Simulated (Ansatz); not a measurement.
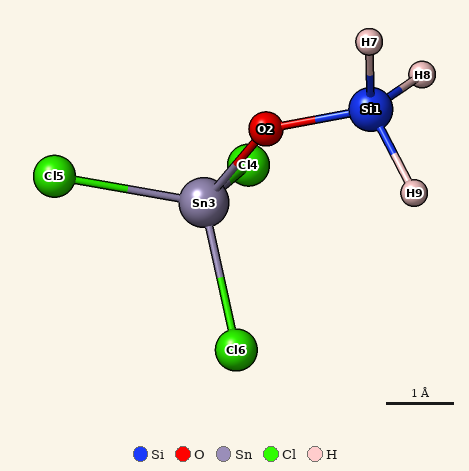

Fig. 1: The structure as given in the input (ball-and-stick view, seen at a tilt; atoms are numbered from 1 in the order of the input). Sticks mark near contacts.

## Single-point calculation, with input and output: SnSiH$_{3}$Cl$_{3}$O

SnSiH$_{3}$Cl$_{3}$O, computed with RKS LC-wPBE/def2-TZVPP (Ansatz 0.2.0).

The geometry comes from this level: PBE0-D4/def2-TZVP.

**The program's output**
```
Functional definition: LC-wPBE
  name "LC-wPBE"
  cite "Vydrov & Scuseria, J. Chem. Phys. 125, 234109 (2006) doi:10.1063/1.2409292"
  cite "Heyd & Scuseria, J. Chem. Phys. 120, 7274 (2004) doi:10.1063/1.1668634"
  cite "Ernzerhof & Perdew, J. Chem. Phys. 109, 3313 (1998) doi:10.1063/1.476928"
  cite "Perdew, Burke & Ernzerhof, Phys. Rev. Lett. 77, 3865 (1996) doi:10.1103/PhysRevLett.77.3865"
  parent pbe
  parameter omega = 0.4/bohr
  exchange = pbe_x_sr(omega) + exact_x_lr(omega)
  correlation = pbe_c
1886 factors; their error is unknown
490 factors; integrals over basis functions are off by at most 2.7e-5 eV
mean field evaluation 1: about -53362.0310 eV, gradient 5.7e1 eV
mean field evaluation 2: about -53359.0569 eV, gradient 7.3e1 eV
mean field evaluation 4: about -53367.5888 eV, gradient 3.2e0 eV
mean field evaluation 8: about -53367.6204 eV, gradient 3.4e-2 eV
mean field evaluation 16: about -53367.5784 eV, gradient 3.9e-5 eV
mean field -53367.57842043 eV, -1961.2223331069 hartree, gradient 3.9e-5 eV, S^2 0.000000; 0 other end points of the search recorded, 0 dependent functions left out
reference -53367.57842044 eV, -1961.2223331072 hartree; 49, 49 occupied and 242, 242 virtual orbitals, 1886 factors
Total energy: -53367.57842044 eV, -1961.2223331072 hartree
```

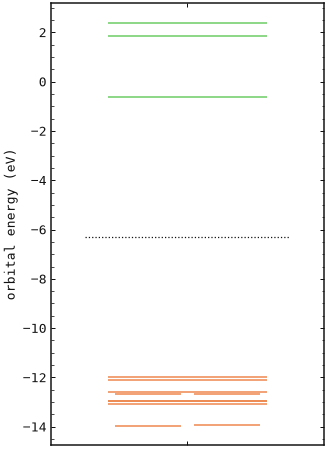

Fig. 2: Orbital energies near the frontier; the dotted line parts filled from empty levels, and levels within 0.02 eV of each other stand side by side. Highest filled −11.97 eV, lowest empty −0.62 eV, 11.35 eV apart.

This output came from the following input.

**Input**
```yaml
crystal:
  periodic: [false, false, false]
  atoms:
    - {symbol: Si, position_ang: [0.243477, -1.457952, 0.896651]}
    - {symbol: O, position_ang: [0.730601, -0.195937, -0.045015]}
    - {symbol: Sn, position_ang: [-0.076245, 1.338703, -0.863344]}
    - {symbol: Cl, position_ang: [-1.714194, 0.655579, -2.311057]}
    - {symbol: Cl, position_ang: [1.569682, 2.452531, -1.984159]}
    - {symbol: Cl, position_ang: [-0.989332, 2.673572, 0.758339]}
    - {symbol: H, position_ang: [1.437116, -2.298380, 1.152952]}
    - {symbol: H, position_ang: [-0.798752, -2.253835, 0.197163]}
    - {symbol: H, position_ang: [-0.313951, -0.960581, 2.181472]}
basis:
  gaussian: {orbitals: def2-TZVPP}
hamiltonian: {xc: {name: LC-wPBE}}
output: {orbitals: {seedname: orbitals}}
```

Run as:
```bash
ansatz run in.yaml --threads 4 --pin off --events-out ev --progress --plain --max-ram 11315MiB
```

**Results in brief**

- outcome: converged
- total energy: −53367.5784 eV
- SCF solution under orbital rotations: stable
- HOMO: −11.97 eV
- LUMO: −0.62 eV
- hardware: 4 threads of Intel Xeon, 31 GiB of memory available, shared host
- wall time: 3.3 s (CPU time 11 s)
- peak memory: 0.8 GiB
